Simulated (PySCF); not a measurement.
# C7H7NO (2-acetylpyridine): the cost of one run

Programs: PySCF 2.14.0, with routines of our own; each step states its level. All values are computed. Atoms count from 0.

## (1) The starting structure

16 atoms, charge 0, multiplicity 1; geometry from: GFN2-xTB.

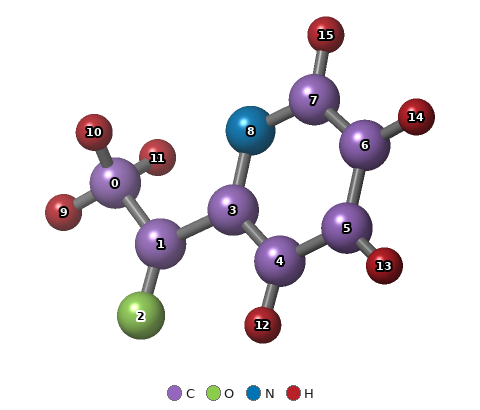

The starting geometry (carbon purple, oxygen green, nitrogen blue, hydrogen red).

## (2) Geometry optimisation at PBE0-D3(BJ)/def2-SVP

Job settings and geometry (Å):

```
{"job": {"xc": "PBE0", "basis": "def2-SVP", "d3": "d3bj", "grid": 2, "kind": "geom"}, "charge": 0, "multiplicity": 1}
C     -2.503901     0.816255     0.387934
C     -1.739246    -0.413166    -0.004508
O     -2.258946    -1.472718    -0.269183
C     -0.254943    -0.243617    -0.051300
C      0.556191    -1.319919    -0.406347
C      1.927784    -1.133783    -0.442029
C      2.436520     0.115454    -0.124312
C      1.542141     1.123918     0.215680
N      0.236525     0.954877     0.253179
H     -3.570413     0.609753     0.399380
H     -2.171577     1.146264     1.369054
H     -2.280506     1.615173    -0.314847
H      0.097847    -2.267239    -0.643590
H      2.586644    -1.946334    -0.712180
H      3.498225     0.307234    -0.139321
H      1.890057     2.116791     0.470980
```

Started as:

```
$ OMP_NUM_THREADS=1 python excited_run.py task.json out
```

One launch serves the whole session: the jobs run in the order shown.

Q: Estimate the wall time and peak memory of this first job on 1 thread of Arm Neoverse V1, shared host.

About 63 s, with a peak of 0.76 GiB.
